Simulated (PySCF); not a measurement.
Excited-state calculation, with input and output: Si$_{12}$H$_{12}$O$_{18}$

System: Si$_{12}$H$_{12}$O$_{18}$.
Method: TDA wB97X-D/6-31G*, vertical, gas phase, core orbitals frozen in the response, virtual orbitals cut by energy (PySCF 2.14.0).

The geometry comes from this level: GFN2-xTB.

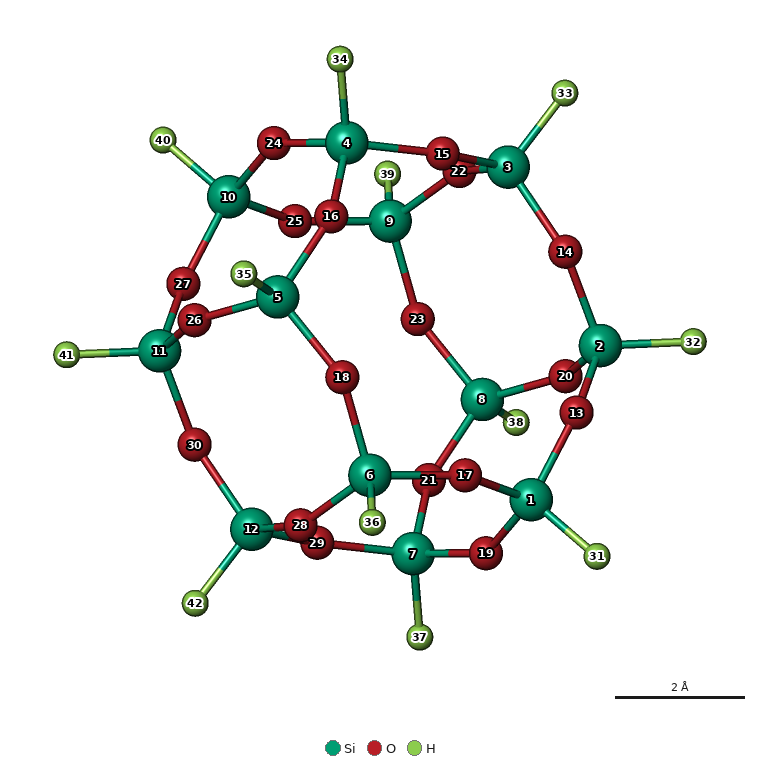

*The structure as given in the input (ball-and-stick view, seen at a tilt; atoms are numbered from 1 in the order of the input).*

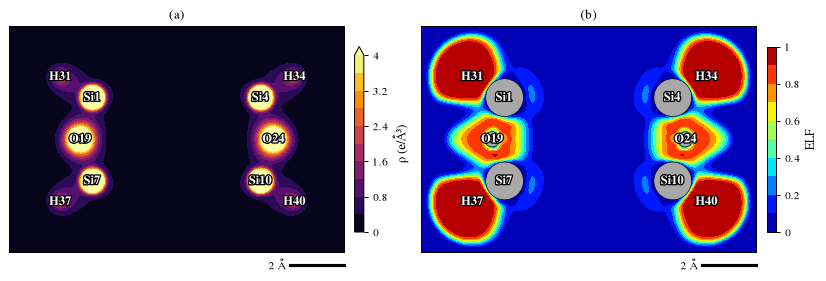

*(a) total electron density; (b) electron localisation function on the plane of atoms Si4, O24 and Si10. Grey discs, where drawn, cover atomic cores.*

The section cuts through Si, O and H sites. Si–H (1.45 Å): ρ at the midpoint is about 0.88 e/Å³; the ELF climbs to about 1 towards the hydrogen, as it does in any bond to H.

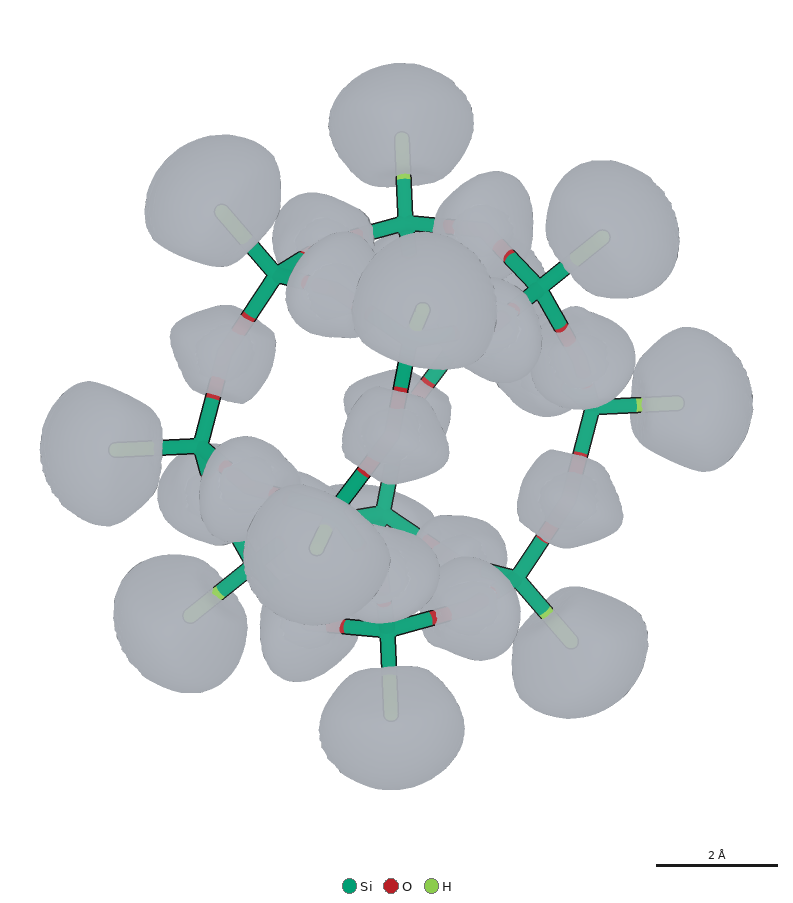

*Isosurface of the electron localisation function at 0.75 (grey), seen at an oblique angle. Core shells and regions of very low density are left out.*

Profiles from the grid: Si–O (1.61 Å): the ELF peaks at about 0.90 between the atoms, which marks a polar covalent bond. Si–H (1.45 Å): the ELF climbs to about 1 towards the hydrogen.

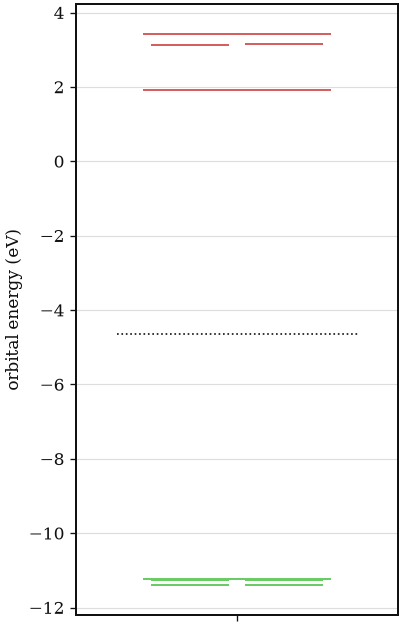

*Orbital energies near the frontier; the dotted line parts filled from empty levels, and levels within 0.02 eV of each other stand side by side.*

Highest filled −11.22 eV, lowest empty 1.92 eV, 13.14 eV apart.

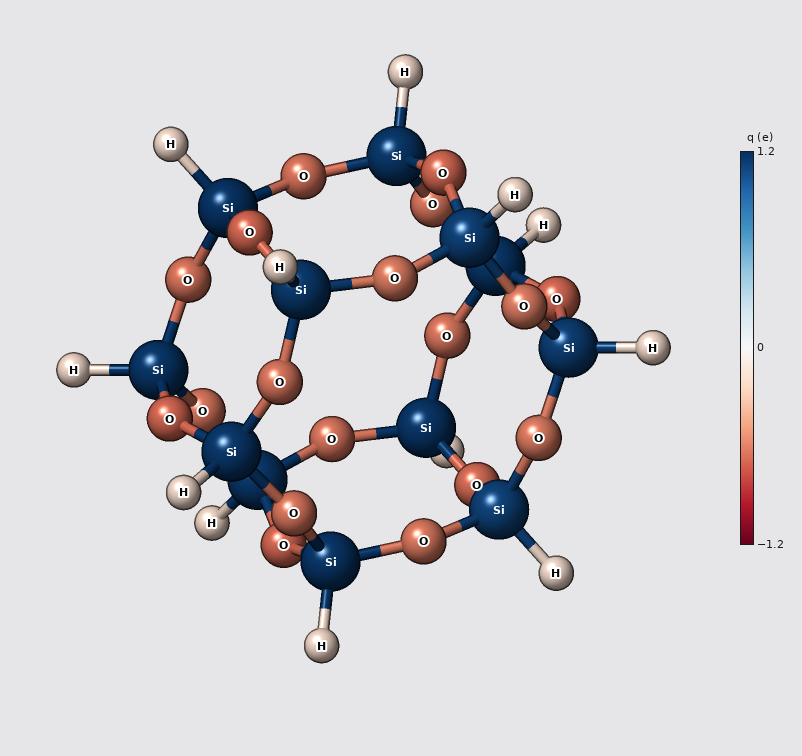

*ESP-fitted charges, as the colour of each atom (ball-and-stick view, seen at a tilt).*

By element: Si +1.10 to +1.17, O −0.68 to −0.60 and H −0.19 to −0.17 e.

These pictures come from the run below.

### Input file
```
{"job": {"kind": "uv", "basis": "6-31G*", "grid": 1, "kgrid": 0, "vcut": 1.5, "nstates": 6, "ntriplets": 2, "tda": true, "delta": ["ip_vertical"], "pop": true, "xc": "wB97X-D"}, "charge": 0, "multiplicity": 1}
Si     3.119293     0.000456     1.544787
Si     1.560035     2.702127     1.544823
Si    -1.559556     2.702487     1.544782
Si    -3.119391     0.000344     1.545792
Si    -1.559985    -2.701068     1.545824
Si     1.559363    -2.701051     1.545702
Si     3.118558     0.000367    -1.546220
Si     1.560444     2.702633    -1.544798
Si    -1.559109     2.701709    -1.544943
Si    -3.119189    -0.000215    -1.544840
Si    -1.560374    -2.701872    -1.544729
Si     1.558990    -2.701291    -1.544791
O      2.263676     1.307539     1.932784
O      0.000254     2.614276     1.931373
O     -2.263958     1.308029     1.932471
O     -2.262996    -1.306179     1.934415
O      2.263118    -1.306222     1.933089
O     -0.000286    -2.613948     1.933300
O      3.584424    -0.000082    -0.000830
O      1.793649     3.105576     0.000105
O      2.263853     1.308175    -1.933414
O     -1.793289     3.105911    -0.000233
O      0.000756     2.614889    -1.931678
O     -3.585253    -0.000637     0.000423
O     -2.262025     1.306213    -1.931301
O     -1.792960    -3.103701     0.000658
O     -2.264545    -1.307703    -1.933101
O      1.792418    -3.103755     0.000453
O      2.261782    -1.306242    -1.933377
O     -0.000752    -2.614260    -1.932212
H      4.344870     0.000406     2.316456
H      2.171499     3.762032     2.318313
H     -2.171913     3.762774     2.317501
H     -4.344236     0.000377     2.318656
H     -2.172684    -3.761502     2.318025
H      2.172069    -3.761239     2.318177
H      4.343424    -0.000373    -2.318762
H      2.172590     3.762989    -2.317011
H     -2.171817     3.760969    -2.318935
H     -4.344361     0.001276    -2.316603
H     -2.172668    -3.762455    -2.316777
H      2.172109    -3.761841    -2.316730
```

The first line tells a small driver script what to run in PySCF; the rest is the geometry in Å.

Launched with:
```bash
OMP_NUM_THREADS=4 python <driver script> task.json out
```

### Log
```
start: PBE on a coarse grid of 43873 points
cycle   1  E = -4832.1113366246  dE =  7.814e+00  |g| = 3.134e+00  |ddm| = 7.792e+00
cycle   2  E = -4827.5140866742  dE =  4.597e+00  |g| = 5.730e+00  |ddm| = 6.569e+00
cycle   3  E = -4833.8751860609  dE = -6.361e+00  |g| = 3.050e-01  |ddm| = 4.843e+00
cycle   4  E = -4833.8861643458  dE = -1.098e-02  |g| = 2.707e-01  |ddm| = 5.968e-01
cycle   5  E = -4833.8996505241  dE = -1.349e-02  |g| = 7.966e-02  |ddm| = 2.287e-01
cycle   6  E = -4833.9010906802  dE = -1.440e-03  |g| = 8.755e-03  |ddm| = 8.689e-02
cycle   7  E = -4833.9011092262  dE = -1.855e-05  |g| = 1.195e-03  |ddm| = 9.289e-03
final grid: 182606 points
cycle   8  E = -4836.1898401669  dE = -2.787e-02  |g| = 1.517e-01  |ddm| = 5.467e-01
cycle   9  E = -4836.1907266448  dE = -8.865e-04  |g| = 1.368e-01  |ddm| = 1.775e-01
cycle  10  E = -4836.1941214628  dE = -3.395e-03  |g| = 1.537e-02  |ddm| = 9.184e-02
cycle  11  E = -4836.1941790994  dE = -5.764e-05  |g| = 3.347e-03  |ddm| = 2.197e-02
cycle  12  E = -4836.1941802485  dE = -1.149e-06  |g| = 1.120e-03  |ddm| = 3.148e-03
cycle  13  E = -4836.1941799034  dE =  3.451e-07  |g| = 2.462e-04  |ddm| = 1.023e-03
cycle  14  E = -4836.1941762606  dE =  3.643e-06  |g| = 2.321e-05  |ddm| = 4.709e-04
converged SCF energy = -4836.1941762606
Vertical ionisation energy (delta-SCF) = 11.2184 eV   <S^2> = 0.753

Static polarisability (au): isotropic 219.481, principal 206.473 225.884 226.087

Singlet excitations
state   eV       nm        f      main configurations
  1   9.0342    137.2   0.00000   H->L 0.78
  2   9.2485    134.1   0.00000   H-1->L 0.65, H->L+1 0.10
  3   9.2501    134.0   0.00000   H-2->L 0.65, H->L+2 0.10
  4   9.6217    128.9   0.00001   H-5->L 0.70
  5   9.6229    128.8   0.00000   H-6->L 0.70
  6   9.6604    128.3   0.00000   H-3->L 0.62, H-4->L 0.12

Triplet excitations (Tamm-Dancoff, eV): 8.8453 9.0169
```

### Key numbers

| quantity | value |
| --- | --- |
| outcome | converged |
| total energy | −4836.194176 hartree |
| HOMO | −11.22 eV |
| LUMO | 1.92 eV |
| dipole moment | 0.01 D |
| mean polarisability | 219.48 a.u. |
| vertical ionisation energy | 11.22 eV |
| lowest singlet excitation | 9.03 eV |
| hardware | 4 CPU threads, shared host |
| wall time | 4.6 min (CPU time 16 min) |
| peak memory | 3.1 GiB |
